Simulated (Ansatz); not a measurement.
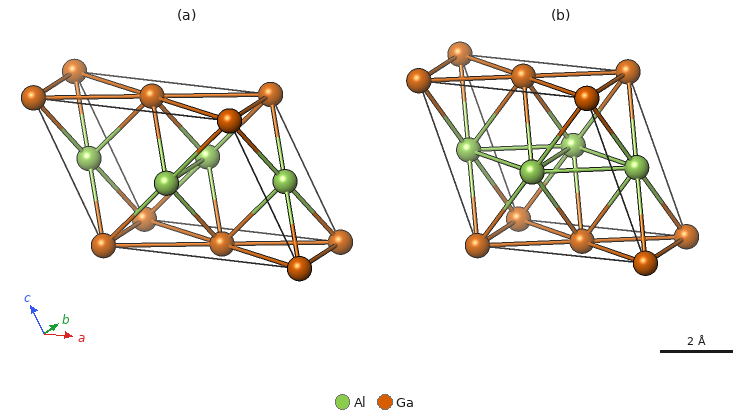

The structure of solid AlGa (a generated structure, set up in C2/m) before (left) and after (right) a relaxation, at one scale.

Style: ball-and-stick. Shown: the conventional cell (2 times the calculation's cell), from a free direction. Lengths and directions refer to the drawn axes.

Method: Ansatz, DFT PBE, scalar-relativistic, plane waves, PAW. Settings: plane-wave cutoff 420 eV; k-point mesh 22 × 22 × 14; occupations gaussian; smearing width 0.1 eV; no spin polarisation; cell and atoms relaxed; force threshold 0.01 eV/Å; at most 80 steps.

**Summarise the run.**

The run was cut off at its time limit before the relaxation converged, so the last structure is only a point on the way. After 8 geometry steps the energy has fallen by 57.4 meV per cell of the calculation. All forces vanish by symmetry, so only the cell relaxes. Pressure: 0.68 GPa at the start and 0.02 GPa at the end. The atoms keep their places relative to the cell (all moves are under 0.005 Å). Cell: a 5.979 → 5.124 Å (−14.3 %), b 2.932 → 2.936 Å (+0.1 %), c 4.596 → 4.944 Å (+7.6 %), β 117.7° → 110.5°. Volume −2.4 %. Among the contacts that change: Ga–Ga 3.330 → 2.953 Å, Al–Al 3.330 → 2.953 Å, Al–Ga 2.726 → 2.875 Å, Al–Ga 2.800 → 2.871 Å. The space group stays C2/m (No. 12). Cost: 7.1 min on 1 thread of Arm Neoverse V2, with other jobs on the host, peak memory 1 GiB.
